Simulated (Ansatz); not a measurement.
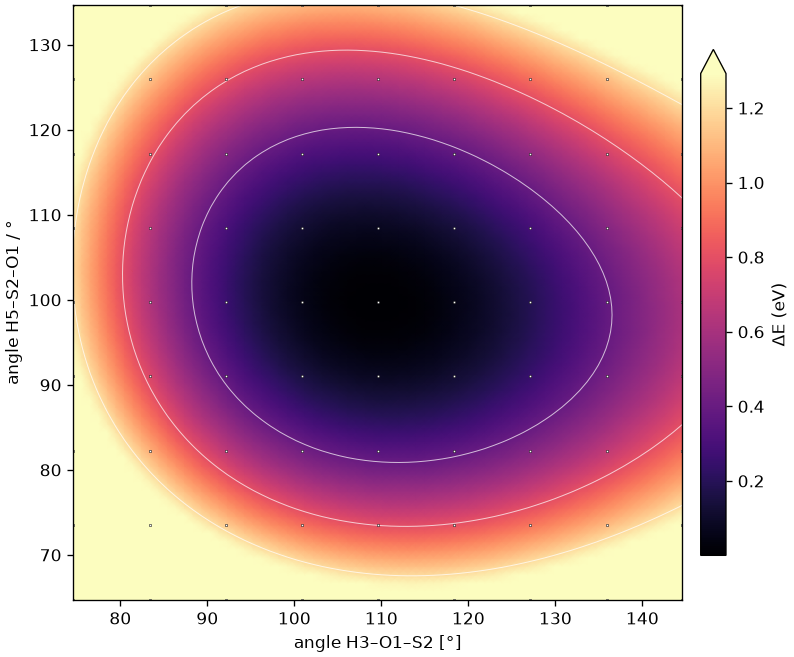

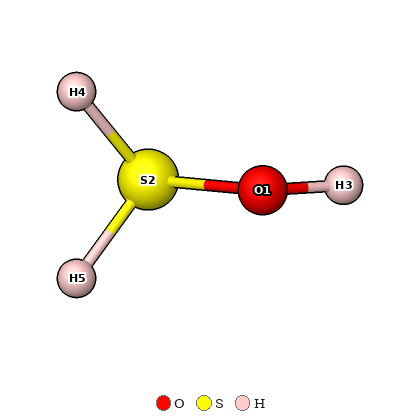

Energy landscape of H3OS, SMILES O[SH2+], charge +1. The first coordinate is: angle H3–O1–S2; the second: angle H5–S2–O1. Nothing is relaxed (all other coordinates rigid). Grid: 9 × 9 points. Points are written as (first, second). All energies are given in eV relative to the relaxed molecule at the same level. Method: RHF-MP2, frozen core/def2-TZVP in Ansatz 0.2.0.

The picture shows a smooth colour map with a few white contour lines, dots at the grid points, one colour for all values above the top of the scale. Between grid points the surface is interpolated. The second picture is the structure at the lowest point.

Summarise what can be read from the map.

The lowest grid point is at (109.6°, 99.7°), 0.00 eV from the relaxed molecule at the same level. It is the only kind of minimum in the scanned range. The highest grid point, (74.6°, 64.7°), lies 2.89 eV above the lowest. Round the minimum the two coordinates are weakly coupled (coupling 0.11 in units of the two stiffnesses).

Each point was launched as `ansatz run input.yaml --threads 1 --pin off --max-ram 2560MiB --backend cpu --events-out ev --progress --plain --runs-dir out`. Time for the 81 points that were run: 9.2 min on 1 thread of Intel(R) Xeon(R) Processor @ 2.50GHz (Skylake/Cascade Lake) (shared host).
